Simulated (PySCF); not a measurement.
# EOM-CCSD calculation, with input and output: CH₅NOSi

The run: EOM-CCSD calculation of CH₅NOSi. Method and program: EOM-CCSD/aug-cc-pVDZ, vertical, frozen core, gas phase (PySCF 2.14.0).

The geometry comes from this level: PBE0-D3(BJ)/def2-SVP. It belongs to a series of runs on one base structure; here: H on Si replaced by CONH2.

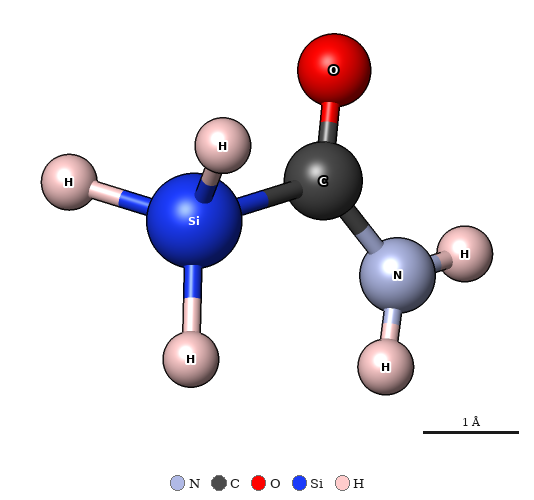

The structure (ball-and-stick view, seen at a tilt). Bond lengths as drawn: C–N 1.36 Å, C–O 1.22 Å, C–Si 1.93 Å, H–N 1.01 to 1.02 Å and H–Si 1.49 to 1.50 Å.

### Input
```
{"job": {"kind": "eom", "basis": "aug-cc-pVDZ", "nee": 0}, "charge": 0, "multiplicity": 1}
N     -1.442540    -0.466484    -0.387064
C     -0.544827    -0.041195     0.535891
O     -0.822576     0.126206     1.708140
Si     1.263949     0.337359    -0.021228
H     -1.189940    -0.621309    -1.352478
H     -2.390336    -0.671425    -0.086740
H      1.477645     0.105088    -1.486610
H      2.172972    -0.547593     0.759092
H      1.534839     1.766705     0.298464
```

The first line tells a small driver script what to run in PySCF; the rest is the geometry in Å.

Command:
```bash
OMP_NUM_THREADS=1 python <driver script> task.json out
```

### Log
```
E(HF) = -459.0500552549
E(MP2) = -459.6658831335
E(CCSD) = -459.7019418443
T1 diagnostic = 0.0173

EOM-IP-CCSD (eV)   Koopmans (eV)
   9.3440      10.9082
  10.3341      11.4538
  12.5791      13.3094
  12.7391      13.4366
  13.6369      15.3462
  14.3679      15.7487
  15.4693      17.6402
  17.7781      19.2387
```

### Key numbers

| quantity | value |
| --- | --- |
| outcome | converged |
| Hartree–Fock energy | −459.050055 hartree |
| MP2 energy | −459.665883 hartree |
| CCSD energy | −459.701942 hartree |
| T1 diagnostic | 0.017 |
| hardware | 1 CPU thread, shared host |
| wall time | 2.8 min |
| peak memory | 2.4 GiB |

The electronic state found may not be the lowest one.
